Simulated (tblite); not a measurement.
C$_{5}$H$_{6}$AlBr: geometry relaxation (part 2 of 2)

The same run, continued: C$_{5}$H$_{6}$AlBr; GFN2-xTB geometry optimisation, gas phase (tblite 0.8.0). It belongs to a series of runs on one base structure; here: H on Al replaced by allyl.

Geometry of the input (Å):
```
C  3.0793  -0.8194  -0.1071
C  2.1547  -0.0909  -0.4353
Al 0.6985  1.0584  -0.9331
Br 1.1177  3.2816  -1.6866
C  -1.1961  0.4159  -0.7412
C  -1.5204  0.0857  0.6767
C  -1.0685  -1.0296  1.2540
H  3.8768  -1.4452  0.1788
H  -1.3574  -0.4703  -1.3979
H  -1.8641  1.2366  -1.0867
H  -2.1426  0.7646  1.2497
H  -0.4537  -1.7393  0.7107
H  -1.3284  -1.2476  2.3003
```

### Trajectory as extended XYZ, continued
```
13
Properties=species:S:1:pos:R:3:forces:R:3 step=70 energy=-513.04940
C     3.0706   -0.6393    0.1173   -0.0110   0.0140  -0.0200
C     2.1028   -0.0253   -0.2747    0.0020  -0.0040   0.0080
Al    0.6299    1.0212   -0.9729   -0.0140   0.0230   0.0130
Br    1.1580    2.9544   -2.0284    0.0260  -0.0040  -0.0240
C    -1.2917    0.5056   -0.7406   -0.0490  -0.0060   0.0170
C    -1.3272    0.0816    0.6925    0.0410  -0.0070  -0.0430
C    -1.1165   -1.1612    1.0992   -0.0020   0.0270  -0.0040
H     3.9048   -1.1849    0.4635   -0.0080   0.0050   0.0060
H    -1.5641   -0.3427   -1.3826    0.0050   0.0290   0.0110
H    -2.0124    1.3119   -0.9328    0.0200   0.0140   0.0030
H    -1.4946    0.8745    1.4151    0.0000  -0.0550  -0.0010
H    -0.9516   -1.9541    0.3902    0.0210  -0.0620  -0.0310
H    -1.1124   -1.4413    2.1363   -0.0310   0.0270   0.0650
13
Properties=species:S:1:pos:R:3:forces:R:3 step=78 energy=-513.05501
C     3.0475   -0.6057    0.1618    0.0670  -0.0410   0.0440
C     2.1159    0.0354   -0.2674   -0.0990   0.0870  -0.0370
Al    0.6444    1.0589   -0.9985   -0.0050  -0.0120  -0.0390
Br    1.1156    2.9037   -2.2245    0.0390  -0.0020  -0.0040
C    -1.2659    0.5377   -0.7069   -0.0140  -0.0100   0.0440
C    -1.2827    0.0513    0.7041   -0.0080   0.0000  -0.0040
C    -1.1339   -1.2124    1.0709   -0.0130   0.0180   0.0170
H     3.8491   -1.1689    0.5500    0.0450  -0.0220   0.0060
H    -1.5668   -0.2753   -1.3786   -0.0110  -0.0020  -0.0280
H    -1.9731    1.3653   -0.8515   -0.0160   0.0120   0.0180
H    -1.3957    0.8152    1.4666   -0.0010   0.0080  -0.0200
H    -1.0235   -2.0046    0.3489    0.0140   0.0010  -0.0080
H    -1.1350   -1.5002    2.1074    0.0020  -0.0360   0.0110
13
Properties=species:S:1:pos:R:3:forces:R:3 step=85 energy=-513.05902
C     3.0288   -0.5405    0.2224   -0.0760   0.0530  -0.0430
C     2.0899    0.0853   -0.2202    0.1160  -0.0820   0.0460
Al    0.6266    1.0572   -1.0308    0.0020  -0.0010   0.0060
Br    1.1729    2.8035   -2.3633    0.0080   0.0060  -0.0200
C    -1.2814    0.5581   -0.6895   -0.0280  -0.0060   0.0070
C    -1.2306    0.0280    0.7046   -0.0260   0.0060  -0.0050
C    -1.1526   -1.2515    1.0342    0.0230  -0.0860  -0.0490
H     3.8375   -1.0893    0.6202   -0.0050   0.0180   0.0030
H    -1.6340   -0.2222   -1.3768   -0.0030   0.0080   0.0190
H    -1.9814    1.4014   -0.7660    0.0030   0.0100   0.0130
H    -1.2331    0.7712    1.4946   -0.0100   0.0540  -0.0180
H    -1.1493   -2.0347    0.2916    0.0050   0.0480   0.0150
H    -1.0977   -1.5660    2.0610   -0.0090  -0.0270   0.0270
13
Properties=species:S:1:pos:R:3:forces:R:3 step=93 energy=-513.06076
C     3.0165   -0.4968    0.2687    0.0060  -0.0030   0.0020
C     2.1000    0.1264   -0.2186   -0.0040  -0.0190   0.0040
Al    0.6268    1.0589   -1.0605   -0.0020  -0.0190  -0.0010
Br    1.1665    2.7246   -2.4957   -0.0030   0.0000  -0.0100
C    -1.2776    0.5768   -0.6626   -0.0010   0.0100   0.0030
C    -1.1915    0.0075    0.7138   -0.0180   0.0030  -0.0060
C    -1.1682   -1.2841    1.0040    0.0160  -0.0110   0.0020
H     3.8091   -1.0397    0.7044    0.0160   0.0120   0.0010
H    -1.6805   -0.1725   -1.3560    0.0040   0.0100  -0.0020
H    -1.9573    1.4398   -0.6845   -0.0020   0.0140  -0.0040
H    -1.1214    0.7354    1.5149   -0.0120   0.0020   0.0190
H    -1.2350   -2.0383    0.2368    0.0000   0.0020  -0.0060
H    -1.0918   -1.6376    2.0176    0.0000  -0.0010  -0.0020
13
Properties=species:S:1:pos:R:3:forces:R:3 step=101 energy=-513.06462
C     3.0313   -0.4535    0.3075    0.0110   0.0120   0.0130
C     2.0840    0.0954   -0.2092   -0.0190   0.0260  -0.0030
Al    0.6187    1.0248   -1.0706    0.0090  -0.0170  -0.0230
Br    1.1836    2.5861   -2.6121   -0.0050  -0.0100   0.0100
C    -1.2933    0.6186   -0.6281   -0.0200   0.0130  -0.0240
C    -1.1843   -0.0039    0.7223   -0.0140  -0.0450   0.0190
C    -1.1707   -1.3068    0.9636   -0.0300   0.0540   0.0020
H     3.8468   -0.9347    0.7713    0.0190  -0.0190  -0.0040
H    -1.7328   -0.0907   -1.3426   -0.0140   0.0090   0.0230
H    -1.9482    1.5007   -0.6003    0.0240  -0.0040  -0.0130
H    -1.0833    0.6934    1.5472    0.0090  -0.0140   0.0170
H    -1.2853   -2.0299    0.1726    0.0350  -0.0050  -0.0150
H    -1.0709   -1.6991    1.9606   -0.0050   0.0000  -0.0020
13
Properties=species:S:1:pos:R:3:forces:R:3 step=108 energy=-513.06714
C     3.0410   -0.4002    0.3513    0.0740  -0.0460   0.0340
C     2.0915    0.0921   -0.2138   -0.0940   0.0690  -0.0420
Al    0.6185    0.9824   -1.1019    0.0060  -0.0100   0.0200
Br    1.1644    2.4340   -2.7505    0.0040   0.0070  -0.0170
C    -1.2900    0.6596   -0.5831    0.0150  -0.0060   0.0030
C    -1.1789   -0.0184    0.7403    0.0170  -0.0050  -0.0140
C    -1.1844   -1.3302    0.9197   -0.0010  -0.0260   0.0160
H     3.8580   -0.8467    0.8450    0.0370  -0.0180   0.0130
H    -1.7940    0.0036   -1.3042   -0.0270  -0.0160  -0.0180
H    -1.8895    1.5754   -0.5074   -0.0110   0.0320   0.0040
H    -1.0512    0.6334    1.5963   -0.0170   0.0300   0.0140
H    -1.3047   -2.0131    0.0944   -0.0010  -0.0100  -0.0100
H    -1.0851   -1.7714    1.8961   -0.0010  -0.0020  -0.0030
13
Properties=species:S:1:pos:R:3:forces:R:3 step=116 energy=-513.06930
C     3.0730   -0.3980    0.3456   -0.0370   0.0290  -0.0250
C     2.1036    0.1133   -0.1708    0.0550  -0.0320   0.0290
Al    0.6229    0.9716   -1.0770   -0.0110  -0.0200   0.0180
Br    1.1673    2.3334   -2.8014    0.0050   0.0170  -0.0150
C    -1.2934    0.6830   -0.5614   -0.0260  -0.0010  -0.0050
C    -1.2163   -0.0153    0.7548    0.0010   0.0020  -0.0050
C    -1.1822   -1.3310    0.9059   -0.0050   0.0240   0.0090
H     3.9081   -0.8478    0.8079   -0.0080   0.0020  -0.0040
H    -1.8020    0.0450   -1.2988    0.0090   0.0160   0.0070
H    -1.8777    1.6106   -0.4858    0.0160  -0.0200   0.0100
H    -1.1550    0.6246    1.6281   -0.0010  -0.0080  -0.0180
H    -1.2408   -1.9970    0.0596    0.0060  -0.0070   0.0020
H    -1.1118   -1.7919    1.8756   -0.0030  -0.0020  -0.0020
13
Properties=species:S:1:pos:R:3:forces:R:3 step=124 energy=-513.06983
C     3.0866   -0.4194    0.3224    0.0000   0.0010   0.0010
C     2.1054    0.0893   -0.1723   -0.0010   0.0010  -0.0050
Al    0.6247    0.9643   -1.0628   -0.0010   0.0040  -0.0050
Br    1.1716    2.3781   -2.7468    0.0040  -0.0010   0.0010
C    -1.2983    0.6733   -0.5746   -0.0030  -0.0010  -0.0010
C    -1.2406   -0.0073    0.7513   -0.0030   0.0030  -0.0010
C    -1.1745   -1.3190    0.9232    0.0010   0.0020  -0.0020
H     3.9285   -0.8718    0.7691    0.0020  -0.0010   0.0010
H    -1.7943    0.0282   -1.3132    0.0030   0.0000   0.0020
H    -1.8823    1.6016   -0.5173   -0.0010  -0.0020   0.0000
H    -1.2229    0.6458    1.6160    0.0010   0.0000   0.0050
H    -1.1874   -1.9990    0.0861    0.0010  -0.0020   0.0000
H    -1.1210   -1.7637    1.9013   -0.0020  -0.0030   0.0030
```

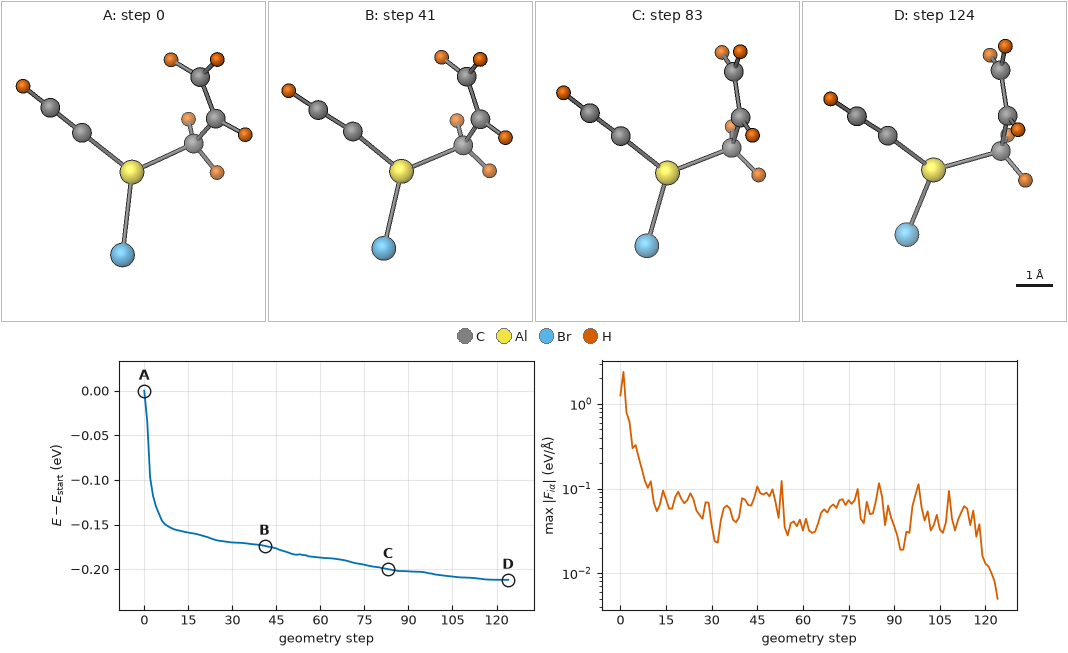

Figure 1. Frames of the relaxation (ball-and-stick view, seen at a tilt) above the curves, on which the letters mark them (steps are counted from 0).

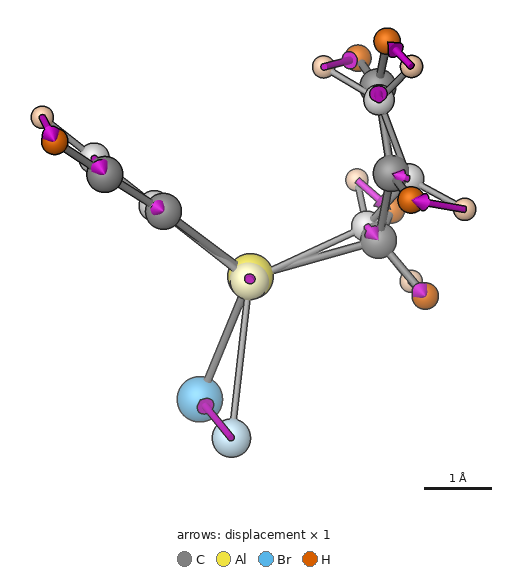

Figure 2. Start (faint) and end (solid) with the displacements as pink arrows, at true length (ball-and-stick view, seen at a tilt). The two geometries are laid on each other by the best rigid fit. The energy falls by 0.212 eV in 124 geometry steps. The largest force component goes from 1.3 to 0.005 eV/Å. The atom that moves furthest after the best rigid fit is Br4 (1.37 Å). Largest moves by element: Br 1.37 Å, H 1.02 Å, C 0.56 Å, Al 0.17 Å. Distances before and after: Al3–Br4 2.385 → 2.266 Å, C7–H13 1.100 → 1.076 Å, C2–Al3 1.921 → 1.937 Å, C5–H10 1.113 → 1.098 Å. Among the angles that change: Al3–C5–C6 111.5° → 104.2°, Al3–C5–H10 107.5° → 113.6°, C2–Al3–Br4 120.4° → 116.0°. (Atoms are counted from 1 in the order of the input.)

### Summary

- outcome: converged
- total energy: −513.0698 eV
- hardware: 1 CPU thread, shared host
- wall time: 1.5 s
- peak memory: 0.18 GiB
